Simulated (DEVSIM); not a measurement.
Device: GaAs p-n junction from an implanted or diffused profile, at 300 K.

```tsv
layer (left to right)	material	thickness (μm)	Nd (cm⁻³)	τn (s)	τp (s)
1	GaAs	12.0	1.7e16	2.7e-9	2.7e-9
```

Added acceptor profile: 7.8e17 cm⁻³ × exp(−(x − 0 μm)²/(2·(0.084 μm)²)). Left contact: ohmic. Right contact: ohmic. Voltage is applied to the left contact. Recombination: SRH at mid-gap, radiative. Mobility is constant in doping.

The device is made up for the run: typed textbook-type constants, with dimensions and the other settings drawn at random. Values at 300 K.

| parameter | GaAs |
|---|---|
| gap (eV) | 1.424 |
| affinity (eV) | 4.07 |
| permittivity | 12.9 |
| Nc (cm⁻³) | 4.7e17 |
| Nv (cm⁻³) | 9e18 |
| μn (cm²/Vs) | 8500 |
| μp (cm²/Vs) | 400 |
| B (cm³/s) | 2e-10 |

DEVSIM, 1D drift-diffusion, Boltzmann statistics, complete ionisation; no tunnelling, impact ionisation, image-force lowering or self-heating.

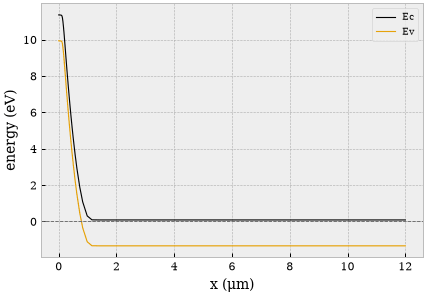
Fig. 1. Band edges at -10.0 V on the left contact

Energies count from the Fermi level of the right contact; mesh points crowd at the junctions.

```tsv
x (μm)	Ec (eV)	Ev (eV)	n (cm⁻³)	p (cm⁻³)	field (V/cm)
0.000	11.360	9.936	< 1e2	7.6e17	-190
0.01853	11.359	9.935	< 1e2	7.4e17	-700
0.04551	11.356	9.932	< 1e2	6.5e17	-1700
0.08027	11.348	9.924	< 1e2	4.7e17	-3600
0.1462	11.000	9.576	< 1e2	6.8e11	-140000
0.2033	9.989	8.566	< 1e2	370	-200000
0.2554	8.932	7.508	< 1e2	330	-200000
0.3293	7.486	6.062	< 1e2	320	-190000
0.3814	6.542	5.118	< 1e2	310	-180000
0.4674	5.124	3.700	< 1e2	290	-150000
0.6316	2.906	1.482	< 1e2	250	-120000
1.152	0.091	-1.333	1.4e16	< 1e2	-1800
2.069	0.086	-1.338	1.7e16	< 1e2	≈ 0
3.820	0.086	-1.338	1.7e16	< 1e2	≈ 0
8.012	0.086	-1.338	1.7e16	< 1e2	≈ 0
9.931	0.086	-1.338	1.7e16	< 1e2	≈ 0
10.97	0.086	-1.338	1.7e16	< 1e2	≈ 0
11.48	0.086	-1.338	1.7e16	< 1e2	≈ 0
11.80	0.086	-1.338	1.7e16	< 1e2	≈ 0
11.91	0.086	-1.338	1.7e16	< 1e2	≈ 0
11.97	0.086	-1.338	1.7e16	< 1e2	≈ 0
12.00	0.086	-1.338	1.7e16	< 1e2	≈ 0
```
